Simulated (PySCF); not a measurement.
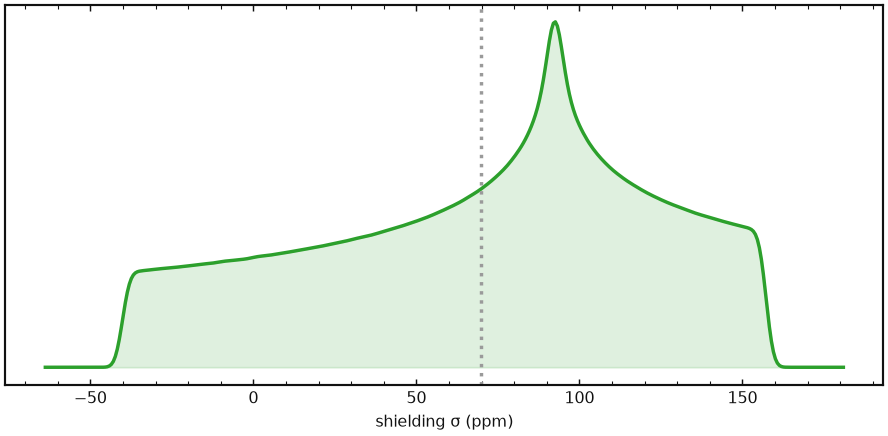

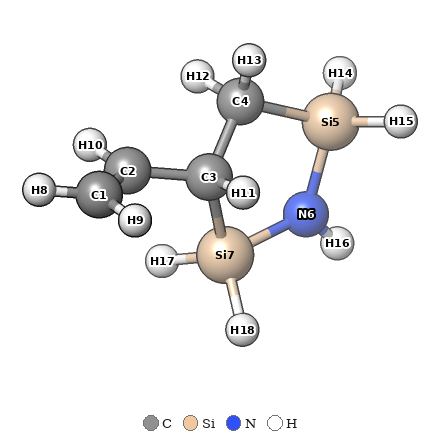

Static powder pattern (¹³C) from GIAO shielding tensors of C₄H₁₁NSi₂, SMILES C=C[C@@H]1C[SiH2]N[SiH2]1, PBE0/pcSseg-1, PySCF 2.14.0, at a GFN2-xTB geometry (no frequency check); absolute shielding, one fixed geometry of the isolated molecule without any motion, no dipolar terms. The dotted line is the isotropic value; skew is 3(σiso − σ22)/span.

> The pattern belongs to C1. Give the principal values, span and skew.

C1: σ11, σ22, σ33 = −40, 92, 157 ppm, isotropic 70, span 197 ppm, skew −0.34.

Note: the tight-binding geometry is rougher than a DFT one and adds to the error; one conformer of a flexible molecule.
